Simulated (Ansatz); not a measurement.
The figure comes from a scan of TiO₂ (rutile): one Ti atom of a 6-atom cell moves by s along Cartesian x, with its periodic images. Calculation: r2SCAN (plane waves to 500 eV, PAW, scalar-relativistic; Ansatz, a program for electronic structure). k mesh 6×6×9 (Γ-centred), Fermi-Dirac smearing 0.05 eV. F∥ is the force on the atom along that direction. The PAW data are Ansatz's earlier set. TiO2 is run without spin polarisation. TiO2 was relaxed with its symmetry unable to fall. 

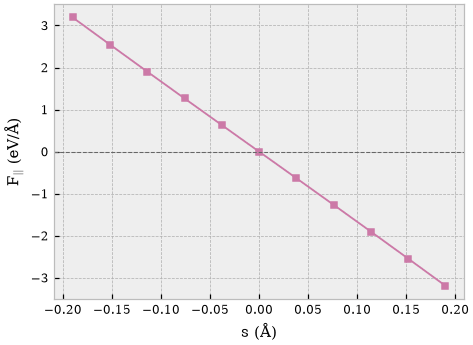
Figure. F∥ (eV/Å) against s (Å); markers are the computed points, lines only join them.

Q: Turn the plot into a table (rounded to what can be read).

A: To the nearest 0.1:

```csv
s (Å),F∥ (eV/Å)
-0.190,3.2
-0.152,2.5
-0.114,1.9
-0.076,1.3
-0.038,0.6
0.000,0.0
0.038,-0.6
0.076,-1.3
0.114,-1.9
0.152,-2.5
0.190,-3.2
```

(A displaced cell: forces are minus the slopes of the energy, force constants its curvatures, and phonons follow from these.)
